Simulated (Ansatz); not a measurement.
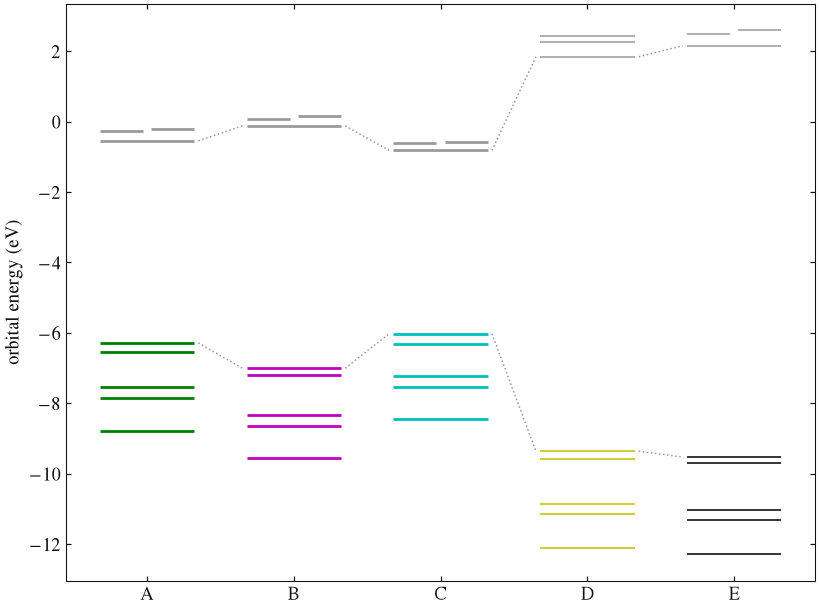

Frontier orbital energies of C₂H₄OSSi (enol tautomer), SMILES OC1=C[Si@@H]1S at one geometry, def2-TZVPP, the Ansatz code 0.2.0, at a PBE0-D4/def2-TZVP geometry (no frequency check). Empty levels are grey, levels within 0.1 eV stand side by side; all columns show the same few orbitals around the gap. Dotted lines join the HOMOs and the LUMOs.

> The columns come from B3LYP, PBE, r2SCAN, ωB97M-V and ωB97X-V. Which is which?

A: r2SCAN (HOMO −6.29, LUMO −0.55, separation 5.74 eV)
B: B3LYP (HOMO −7.01, LUMO −0.12, separation 6.88 eV)
C: PBE (HOMO −6.03, LUMO −0.82, separation 5.21 eV)
D: ωB97M-V (HOMO −9.36, LUMO 1.84, separation 11.20 eV)
E: ωB97X-V (HOMO −9.53, LUMO 2.15, separation 11.68 eV)

Caveats, for all or some of the runs: empty levels above zero depend strongly on the basis.
